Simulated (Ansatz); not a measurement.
# Ge2H5···HF (doublet): what the fields show

```yaml
atoms:
  - { symbol: Ge, position_ang: [-0.3265, -0.0224, -0.3745] }
  - { symbol: H, position_ang: [0.4810, -0.6324, 2.0406] }
  - { symbol: Ge, position_ang: [2.0886, 0.0284, -0.5734] }
  - { symbol: H, position_ang: [2.6759, -1.2718, -0.0025] }
  - { symbol: H, position_ang: [2.4906, 0.1339, -2.0593] }
  - { symbol: H, position_ang: [2.6302, 1.2354, 0.2009] }
  - { symbol: H, position_ang: [-0.9718, 1.3584, -0.1425] }
  - { symbol: H, position_ang: [-1.0717, -0.7709, -1.5003] }
  - { symbol: F, position_ang: [1.0602, -0.0586, 2.4850] }
```

The calculation used UKS PBE0-D4/def2-SVP (Ansatz).

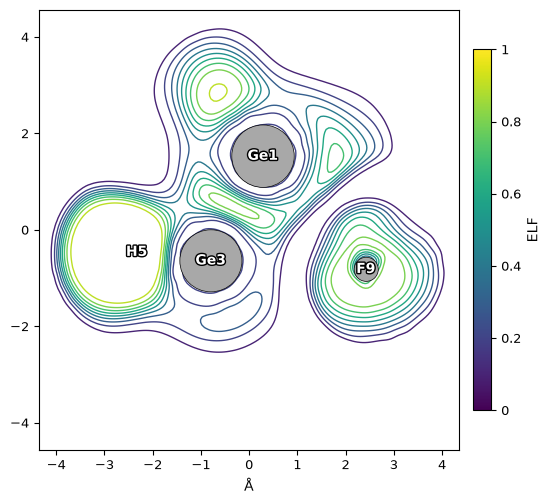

Figure 1. ELF on the plane of atoms Ge1, Ge3 and H5. Grey discs cover the atomic cores.

### What do the fields say about this system?

The plane passes through Ge, H and F nuclei. Ge–Ge (2.42 Å): the ELF peaks at about 0.85 between the atoms; a shared electron pair. Ge–H (1.54 Å): the ELF climbs to about 1 towards the hydrogen. The ELF also peaks beside F9, away from the bonds: non-bonding electrons, paired or unpaired.

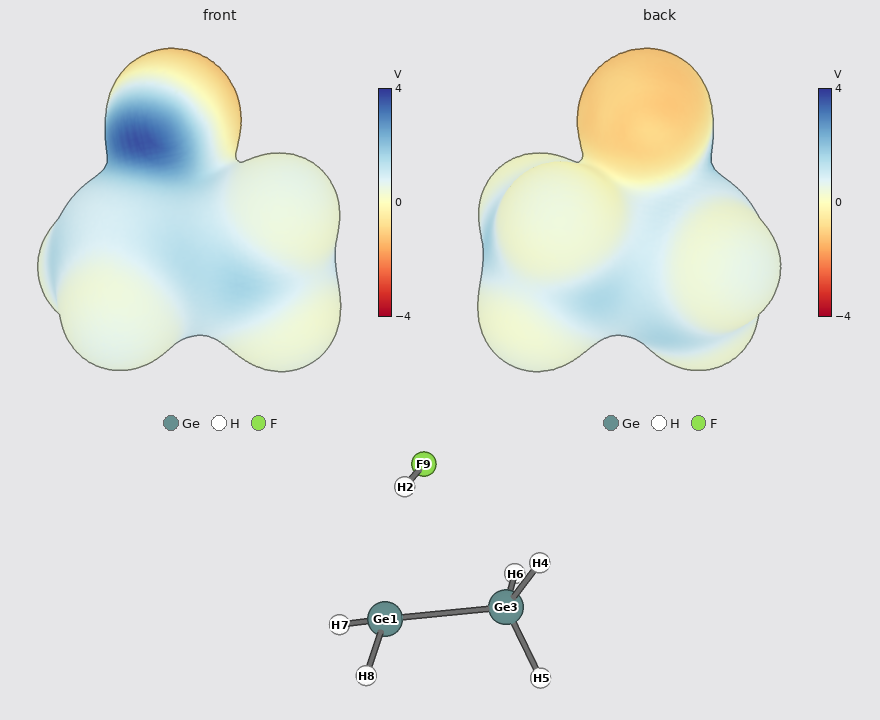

Figure 2. The electrostatic potential painted on the density surface at 0.004 e/bohr³, seen from the front and from behind; red is negative and blue positive. The bare structure is drawn below in the same view.

### Which sites attract a positive test charge, and which a negative one?

A positive charge is drawn to the negative regions and a negative charge to the positive ones. The most negative region (about −1.2 V, or −28 kcal/mol for a unit charge) lies over F9, the most positive (about +3.5 V, or +81 kcal/mol for a unit charge) over H2.

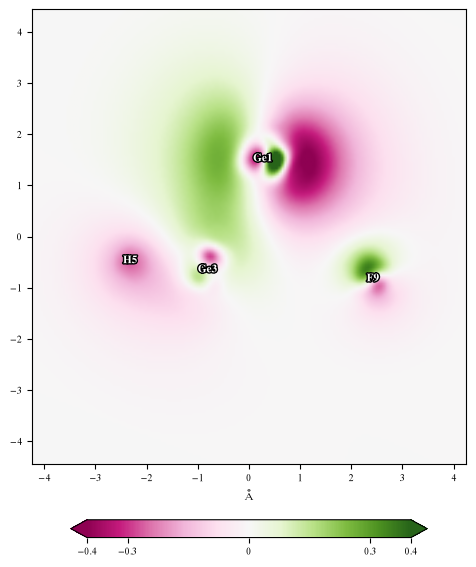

Figure 3. The HOMO (α) on the plane of atoms Ge1, Ge3 and H5 (values in Å⁻³ᐟ²; the overall sign is arbitrary).

### What is the character of this orbital?

By Hirshfeld shares it lies mainly on Ge1 (about 70 %) and Ge3 (about 10 %). Its energy is −6.35 eV.

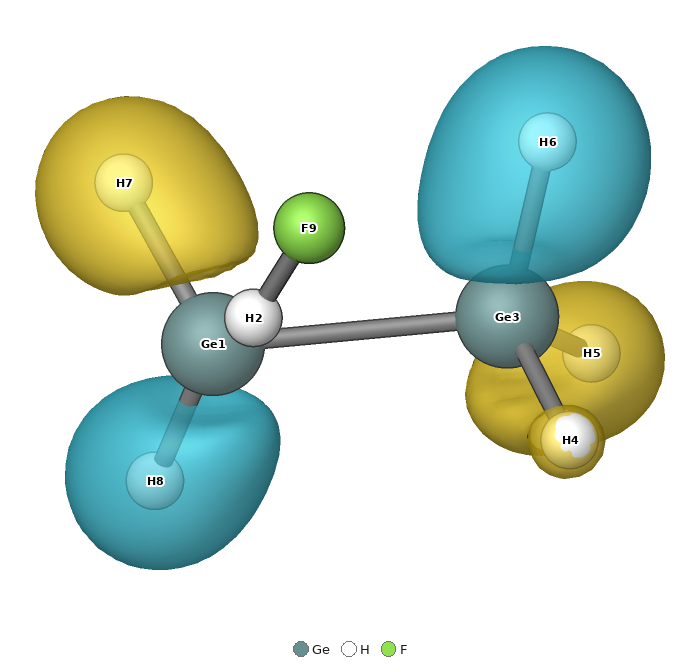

Figure 4. The HOMO−1 (β) at ±0.15 Å⁻³ᐟ² (yellow and cyan are the two phases), seen from one side.

### What is the character of this orbital?

It lies mainly on Ge3 (about 25 %), Ge1 (about 20 %), H6 (about 20 %), H7 (about 15 %), H8 (about 15 %) and H5 (about 10 %). Its energy is −9.42 eV.
